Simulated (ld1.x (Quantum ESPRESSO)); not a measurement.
**A PAW potential for zirconium, from input to tests**

Do these settings give a usable potential? It is generated, then checked for transferability, scattering, ghosts and hardness.

The numbers are computed with ld1.x (Quantum ESPRESSO) 7.5 (PBE, scalar-relativistic, spin-unpolarised reference atom).

### 1 Starting point

Typed settings, in words:

| Item | Value |
| --- | --- |
| element | zirconium (Zr, Z = 40) |
| type | PAW |
| frozen core | [Kr] |
| valence charge | 4 |
| reference configuration | 4d2 5s0 5p0 (charge +2) |
| partial waves | 5s (bound, empty): rcut 2.15, rcutus 2.80 bohr; 5s channel at -0.75 Ry: rcut 2.15, rcutus 2.80 bohr; 5p (bound, empty): rcut 2.40, rcutus 3.10 bohr; 5p channel at -0.45 Ry: rcut 2.40, rcutus 3.10 bohr; 4d (bound): rcut 2.10, rcutus 2.40 bohr; 4d channel at 0.2 Ry: rcut 2.10, rcutus 2.40 bohr |
| local potential | all-electron potential smoothed inside 1.85 bohr (lloc = -2) |
| core correction | not asked for |
| augmentation charge | BESSEL, radius 2.20 bohr |

The nodes and maxima of the atom's own shells, from an earlier all-electron run, set the scale for the radii.

All-electron outer shells of the reference configuration (PBE, scalar-relativistic, ld1.x):

```json
{"shell": "4p", "level (eV)": "-46.92", "outermost node (bohr)": "0.56", "outermost maximum (bohr)": "1.17"}
{"shell": "4d", "level (eV)": "-17.30", "outermost node (bohr)": "0.58", "outermost maximum (bohr)": "1.57"}
{"shell": "5s", "level (eV)": "-16.04", "outermost node (bohr)": "1.45", "outermost maximum (bohr)": "2.85"}
{"shell": "5p", "level (eV)": "-11.67", "outermost node (bohr)": "1.66", "outermost maximum (bohr)": "3.44"}
{"shell": "4f", "level (eV)": "-4.34", "outermost node (bohr)": "–", "outermost maximum (bohr)": "5.40"}
```

### 2 Generation

File Zr.in:

```
 &input
   title='Zr', zed=40., rel=1, dft='PBE', iswitch=3,
   config='[Kr] 4d2 5s0 5p0',
   nld=3, rlderiv=3.35, eminld=-3.0, emaxld=5.0, deld=0.02
 /
 &inputp
   pseudotype=3, lpaw=.true., tm=.true., lloc=-2, rcloc=1.85,
   nlcc=.false.,
   which_augfun='BESSEL', rmatch_augfun=2.20,
   file_pseudopw='Zr.UPF', file_wfcaegen='ae.wfc', file_wfcncgen='nc.wfc', file_beta='beta', file_chi='chi', file_wfcusgen='us.wfc'
 /
6
5S  1  0   0.00   0.00  2.15  2.80  0.0
5S  1  0   0.00  -0.75  2.15  2.80  0.0
5P  2  1   0.00   0.00  2.40  3.10  0.0
5P  2  1   0.00  -0.45  2.40  3.10  0.0
4D  3  2   2.00   0.00  2.10  2.40  0.0
4D  3  2   0.00   0.20  2.10  2.40  0.0
 &test
   configts(1)='4d2 5s0 5p0'
 /
```

On the command line:

```
ld1.x < Zr.in > Zr.out
```

The output, Zr.out (without the banner and most projector matrices):

```text
     Program LD1 v.7.5
     --------------------------- All-electron run ----------------------------

     Zr
     scalar relativistic calculation

     atomic number is 40.00
     dft =PBE   lsd =0 sic =0 latt =0  beta=0.20 tr2=1.0E-14
     Exchange-correlation= PBE
                           (   1   4   3   4   0   0   0)
     mesh =1225 r(mesh) = 100.59681 a.u. xmin = -7.00 dx = 0.01250
     1 Ry =  13.60569312 eV, c = 137.03599908

     n l     nl                  e(Ry)          e(Ha)          e(eV)
     1 0     1S 1( 2.00)     -1311.2051      -655.6026    -17839.8542
     2 0     2S 1( 2.00)      -182.6007       -91.3004     -2484.4096
     2 1     2P 1( 6.00)      -162.9487       -81.4744     -2217.0302
     3 0     3S 1( 2.00)       -30.8206       -15.4103      -419.3354
     3 1     3P 1( 6.00)       -24.4178       -12.2089      -332.2206
     4 0     4S 1( 2.00)        -5.0705        -2.5352       -68.9872
     4 1     4P 1( 6.00)        -3.4485        -1.7243       -46.9195
     3 2     3D 1(10.00)       -13.9104        -6.9552      -189.2605
     4 2     4D 1( 2.00)        -1.2715        -0.6358       -17.2999
     5 0     5S 1( 0.00)        -1.1788        -0.5894       -16.0385
     5 1     5P 1( 0.00)        -0.8576        -0.4288       -11.6678

     final scf error:  3.9E-15 reached in  31 iterations

     Etot =   -7195.591120 Ry,   -3597.795560 Ha,  -97901.004619 eV

     Ekin =    7398.721192 Ry,    3699.360596 Ha,  100664.730040 eV
     Encl =  -17285.611708 Ry,   -8642.805854 Ha, -235182.728340 eV
     Eh   =    2918.442314 Ry,    1459.221157 Ha,   39707.430524 eV
     Exc  =    -227.142918 Ry,    -113.571459 Ha,   -3090.436844 eV

     normalization and overlap integrals

     s(1S/1S) =  1.000000  <r> =   0.0371  <r2> =    0.0019  r(max) =   0.0241
     s(2S/2S) =  1.000000  <r> =   0.1626  <r2> =    0.0312  r(max) =   0.1368
     s(2P/2P) =  1.000000  <r> =   0.1417  <r2> =    0.0245  r(max) =   0.1093
     s(3S/3S) =  1.000000  <r> =   0.4584  <r2> =    0.2410  r(max) =   0.4060
     s(3P/3P) =  1.000000  <r> =   0.4621  <r2> =    0.2488  r(max) =   0.4010
     s(4S/4S) =  1.000000  <r> =   1.2122  <r2> =    1.6658  r(max) =   1.0764
     s(4P/4P) =  1.000000  <r> =   1.3634  <r2> =    2.1296  r(max) =   1.1748
     s(3D/3D) =  1.000000  <r> =   0.4525  <r2> =    0.2477  r(max) =   0.3495
     s(4D/4D) =  1.000000  <r> =   2.0090  <r2> =    4.8103  r(max) =   1.5662
     s(5S/5S) =  1.000000  <r> =   3.1918  <r2> =   11.4278  r(max) =   2.8537
     s(5P/5P) =  1.000000  <r> =   3.8181  <r2> =   16.3627  r(max) =   3.4422

     ------------------------ End of All-electron run ------------------------

     --------------------- Generating PAW atomic setup --------------------

      Generating local potential from pseudized AE potential:
      Matching radius rcloc =   1.8500
      Enforcing V''(0)=0 (lloc=-2)

      Local pseudo, rcloc= 1.842 Estimated cut-off energy=     9.24 Ry

      Computing core charge for PAW:

       r > 2.04 : true rho core
       r < 2.04 : rho core = a sin(br)/r    a=   2.09  b=   1.33

      Integrated core pseudo-charge :   4.06
      Wfc-us  5S rcutus= 2.818  Estimated cut-off energy=     5.55 Ry
      Wfc-us  5S rcutus= 2.818  Estimated cut-off energy=     6.15 Ry
      Wfc-us  5P rcutus= 3.115  Estimated cut-off energy=     7.49 Ry
      Wfc-us  5P rcutus= 3.115  Estimated cut-off energy=     8.04 Ry
      Wfc-us  4D rcutus= 2.426  Estimated cut-off energy=    19.71 Ry
      Wfc-us  4D rcutus= 2.426  Estimated cut-off energy=    33.62 Ry

     Required augmentation: BESSEL   radius:    2.200000
     Suggested rho cutoff for augmentation:  20.10 Ry

     Estimated PAW energy = -229.130080 Ryd

     The PAW screened D coefficients
     0.65480     0.59167     0.00000     0.00000     0.00000     0.00000
     0.59167     0.53441     0.00000     0.00000     0.00000     0.00000
     0.00000     0.00000     0.26921     0.28772     0.00000     0.00000
     0.00000     0.00000     0.28772     0.30588     0.00000     0.00000
     0.00000     0.00000     0.00000     0.00000    -0.50387    -0.25998
     0.00000     0.00000     0.00000     0.00000    -0.25998    -0.47631

     The PAW descreened D coefficients (US)
     0.54521     0.45740     0.00000     0.00000     0.00000     0.00000
     0.45740     0.38617     0.00000     0.00000     0.00000     0.00000
     0.00000     0.00000     0.36305     0.33069     0.00000     0.00000
     0.00000     0.00000     0.33069     0.30164     0.00000     0.00000
     0.00000     0.00000     0.00000     0.00000     0.96601     0.28580
     0.00000     0.00000     0.00000     0.00000     0.28580    -0.57511

     ------------------- End of pseudopotential generation -------------------

     [... the all-electron block is printed once more ...]


     Computing logarithmic derivative in   3.33639
     Computing logarithmic derivative in   3.33639
     Computing the partial wave expansion
     R is outside the sphere for l=    0 j= 0.00
     R is outside the sphere for l=    0 j= 0.00
     R is outside the sphere for l=    1 j= 0.00
     R is outside the sphere for l=    1 j= 0.00
     R is outside the sphere for l=    2 j= 0.00
     R is outside the sphere for l=    2 j= 0.00

     ---------------------- Testing the pseudopotential ----------------------

     Zr
     scalar relativistic calculation

     atomic number is 40.00   valence charge is  4.00
     dft = SLA  PW   PBX  PBC   lsd =0 sic =0 latt =0  beta=0.20 tr2=1.0E-14
     mesh =1225 r(mesh) = 100.59681 xmin = -7.00 dx = 0.01250

     n l     nl             e AE (Ry)        e PS (Ry)    De AE-PS (Ry)
     3 2     4D   1( 2.00)       -1.27152       -1.27160        0.00008
     1 0     5S   1( 0.00)       -1.17881       -1.17895        0.00014
     2 1     5P   1( 0.00)       -0.85757       -0.85750       -0.00007

     eps = 8.5E-15  iter =  4

     Etot =   -7195.591120 Ry,   -3597.795560 Ha,  -97901.004619 eV
     Etotps =  -229.130174 Ry,    -114.565087 Ha,   -3117.474834 eV

     Ekin =      13.785474 Ry,       6.892737 Ha,     187.560929 eV
     Encl =     -17.580939 Ry,      -8.790470 Ha,    -239.200866 eV
     Ehrt =       1.807387 Ry,       0.903694 Ha,      24.590755 eV
     Ecxc =    -227.142096 Ry,    -113.571048 Ha,   -3090.425652 eV

     ---------------------- End of pseudopotential test ----------------------
```

Wall time 1.7 s (1 thread, shared host). (Generation and the later configuration tests together.)

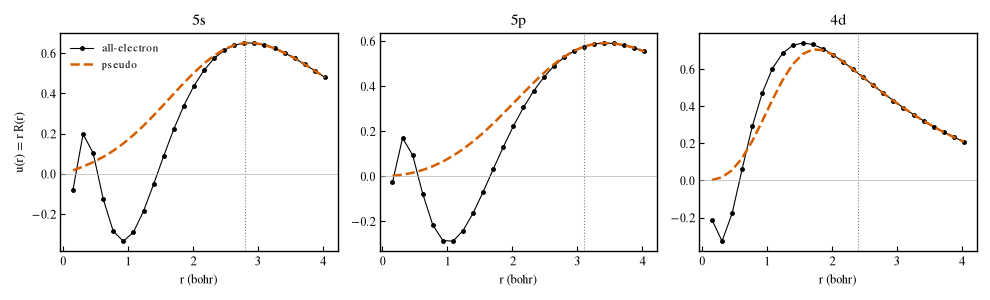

Bound waves of the atom and their pseudo partners (5s, 5p, 4d), with the matching radii dotted. The curves join 26 sampled radii, too few to resolve the innermost nodes.

### 3 Configuration tests

File Zr.test.in:

```
 &input
   title='Zr', zed=40., rel=1, dft='PBE', iswitch=2,
   config='[Kr] 4d2 5s0 5p0'
 /
 &test
   file_pseudo='Zr.UPF', nconf=8,
   configts(1)='4d2 5s0 5p0',
   configts(2)='4d2 5s2 5p0',
   configts(3)='4d2 5s1 5p0',
   configts(4)='4d1 5s0 5p0',
   configts(5)='4d2.5 5s1.5 5p0',
   configts(6)='4d1 5s2 5p1',
   configts(7)='4d3 5s1 5p0',
   configts(8)='4d2 5s1.5 5p0'
 /
```

On the command line:

```
ld1.x < Zr.test.in > Zr.test.out
```

Zr.test.out, the pseudopotential blocks, each with the warnings that came before it:

```text
     ---------------------- Testing the pseudopotential ----------------------

     Zr
     scalar relativistic calculation

     atomic number is 40.00   valence charge is  4.00
     dft =SLA  PW   PBX  PBC   lsd =0 sic =0 latt =0  beta=0.20 tr2=1.0E-14
     mesh =1225 r(mesh) = 100.59681 xmin = -7.00 dx = 0.01250

     n l     nl             e AE (Ry)        e PS (Ry)    De AE-PS (Ry)
     3 2     4D   1( 2.00)       -1.27152       -1.27160        0.00008
     1 0     5S   1( 0.00)       -1.17881       -1.17895        0.00014
     2 1     5P   1( 0.00)       -0.85757       -0.85750       -0.00007

     eps = 8.5E-15  iter =  4

     Etot =   -7195.591120 Ry,   -3597.795560 Ha,  -97901.004620 eV
     Etotps =  -229.130174 Ry,    -114.565087 Ha,   -3117.474834 eV

     Ekin =      13.785474 Ry,       6.892737 Ha,     187.560929 eV
     Encl =     -17.580939 Ry,      -8.790470 Ha,    -239.200866 eV
     Ehrt =       1.807387 Ry,       0.903694 Ha,      24.590755 eV
     Ecxc =    -227.142096 Ry,    -113.571048 Ha,   -3090.425652 eV

     ---------------------- End of pseudopotential test ----------------------

     Warning: n=3, l=2 expected 0 nodes, found 1
     ---------------------- Testing the pseudopotential ----------------------

     Zr
     [...]
     n l     nl             e AE (Ry)        e PS (Ry)    De AE-PS (Ry)
     3 2     4D   1( 2.00)       -0.26451       -0.26311       -0.00141
     1 0     5S   1( 2.00)       -0.32628       -0.34027        0.01399  !
     2 1     5P   1( 0.00)       -0.10799       -0.11407        0.00608  !

     eps = 8.3E-15  iter = 35

     Etot =   -7197.066779 Ry,   -3598.533389 Ha,  -97921.081979 eV
     Etotps =  -230.634900 Ry,    -115.317450 Ha,   -3137.947675 eV
     dEtot_ae =      -1.475659 Ry
     dEtot_ps =      -1.504726 Ry,   Delta E=       0.029067 Ry

     [...]
     ---------------------- End of pseudopotential test ----------------------

     ---------------------- Testing the pseudopotential ----------------------

     Zr
     [...]
     n l     nl             e AE (Ry)        e PS (Ry)    De AE-PS (Ry)
     3 2     4D   1( 2.00)       -0.73368       -0.73631        0.00264
     1 0     5S   1( 1.00)       -0.73090       -0.74845        0.01756  !
     2 1     5P   1( 0.00)       -0.46021       -0.47226        0.01205  !

     eps = 5.7E-15  iter = 23

     Etot =   -7196.542213 Ry,   -3598.271106 Ha,  -97913.944892 eV
     Etotps =  -230.093813 Ry,    -115.046906 Ha,   -3130.585803 eV
     dEtot_ae =      -0.951093 Ry
     dEtot_ps =      -0.963638 Ry,   Delta E=       0.012546 Ry

     [...]
     ---------------------- End of pseudopotential test ----------------------

     ---------------------- Testing the pseudopotential ----------------------

     Zr
     [...]
     n l     nl             e AE (Ry)        e PS (Ry)    De AE-PS (Ry)
     3 2     4D   1( 1.00)       -2.07285       -2.11496        0.04211  !
     1 0     5S   1( 0.00)       -1.78561       -1.79173        0.00612  !
     2 1     5P   1( 0.00)       -1.39421       -1.39745        0.00324

     eps = 1.4E-15  iter = 10

     Etot =   -7193.928092 Ry,   -3596.964046 Ha,  -97878.377969 eV
     Etotps =  -227.449169 Ry,    -113.724585 Ha,   -3094.603594 eV
     dEtot_ae =       1.663028 Ry
     dEtot_ps =       1.681005 Ry,   Delta E=      -0.017977 Ry

     [...]
     ---------------------- End of pseudopotential test ----------------------
```

4 tests gave no usable energy difference (4d2.5 5s1.5 5p0; 4d1 5s2 5p1; 4d3 5s1 5p0; 4d2 5s1.5 5p0); the test run stopped with "negative rho".

Energies count from the reference configuration 4d2 5s0 5p0; the error is all-electron less pseudo. A star marks tests that logged a warning.

| valence configuration | charge | ΔE all-electron (eV) | error AE − PS (meV) |
| --- | --- | --- | --- |
| 4d2 5s2 5p0 * | 0 | -20.077 | +395 |
| 4d2 5s1 5p0 | +1 | -12.940 | +171 |
| 4d1 5s0 5p0 | +3 | 22.627 | -245 |

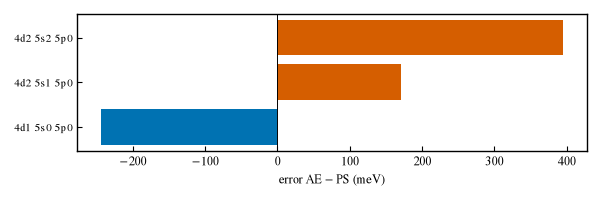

Error of the potential in each test configuration.

### 4 Logarithmic derivatives

Taken from the files of the generation run. The phase is arctan(r·u′/u) with u = r·R, unwrapped, with energies in Ry. A pole is an energy at which the radial function vanishes at the test radius. The pseudo phase is shifted by a multiple of π to meet the all-electron one at the reference energy. Levels narrower than the energy grid can be missing from the poles. Where the grid stepped over a known ghost or core level, its pole and its step of π were put in at the level's energy. The last column is the largest difference on the grid between −1 and +1 Ry.

```tsv
channel	radius (bohr)	reference (Ry)	poles AE	poles PS	window around the reference with phases within 0.05 rad (Ry)	largest difference near zero (rad)
s	3.34	-1.18	-0.01	-1.71, -0.01, 4.41	-1.7 to 2.0	0.001
p	3.34	-0.86	0.84	0.89	below 2.3	0.006
d	3.34	-1.27	-1.06, 2.50	-1.06, 2.46	below 4.0	0.005
```

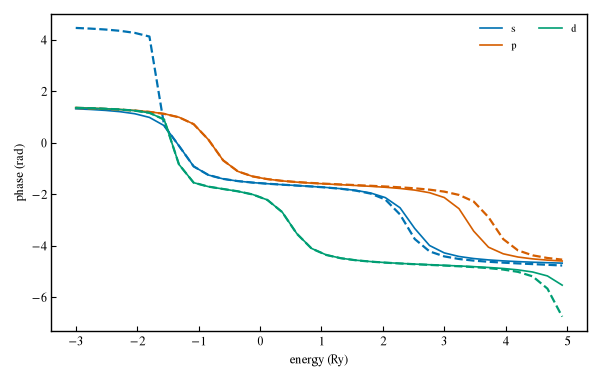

All-electron (solid) and pseudo (dashed) phases against energy.

### 5 Plane-wave convergence, by spherical Bessel functions

This step uses the generator's waves and projectors in a separate script. Basis: spherical Bessel functions vanishing at 20 bohr, q² up to the cutoff; potential fixed at the reference.

All-electron valence levels (Ry): 5s -1.1788, 5p -0.8576, 4d -1.2715. The lowest levels of each channel (Ry) by cutoff; the last column sums, over occupied levels, occupation times the distance from the level at 400 Ry. A positive value at high cutoff is not a bound level.

```csv
cutoff (Ry),s #1,s #2,p #1,d #1,f #1,Σ f·Δε (mRy)
8,-1.3809,-1.1784,-0.8575,-1.2059,-0.3149,131.3
10,-1.5720,-1.1787,-0.8575,-1.2436,-0.3155,55.9
12,-1.6631,-1.1788,-0.8576,-1.2614,-0.3157,20.3
15,-1.6977,-1.1788,-0.8576,-1.2686,-0.3160,5.8
18,-1.7082,-1.1788,-0.8576,-1.2712,-0.3160,0.7
21,-1.7085,-1.1788,-0.8576,-1.2712,-0.3160,0.6
25,-1.7086,-1.1788,-0.8576,-1.2713,-0.3160,0.4
400,-1.7091,-1.1788,-0.8576,-1.2715,-0.3160,0.0
```

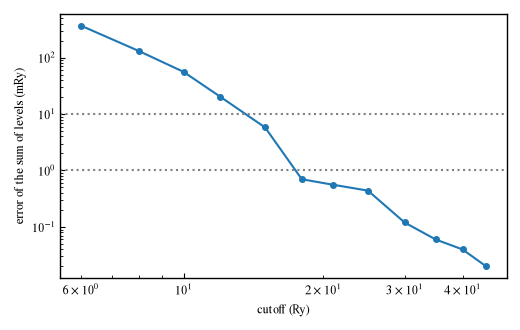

Occupation-weighted error of the valence levels against the cutoff; the dotted lines mark 10 and 1 mRy.

The sum stays within 10 mRy from 15 Ry and within 1 mRy from 18 Ry. The sum leaves out empty levels, which can need more. Ghost test: ghost state, bound below the all-electron valence or empty levels of the same l: s at -23.3 eV.

### 6 What came out

| quantity | value |
| --- | --- |
| cutoffs for 10 and 1 mRy, occupied levels | 15 Ry and 18 Ry |
| bound ghosts | s at -23.25 eV |
| largest test error (AE − PS) | +395 meV, for 4d2 5s2 5p0 (this test logged a warning) (4 tests unsolved) |
| largest phase difference near zero energy, channels read | 0.006 rad |
| lowest eigenvalue of the overlap (Bessel basis) | 0.416 (d) |

It has a bound ghost (s), a state that the atom doesn't have, and that rules the file out. By total energies transferability is poor: the largest error is 395 meV on 20.1 eV, for 4d2 5s2 5p0. The test run broke off, so later configurations gave nothing; the verdict rests on few tests. By its cutoff, 15 Ry for the looser tolerance, it is soft on the atom at that tolerance. Near zero energy the phases of the channels with partial waves agree within 0.006 rad. The pseudo curves have a pole with no partner nearby in the atom's: s at -1.71 Ry. These are tests on the free atom; a crystal test is still owed.
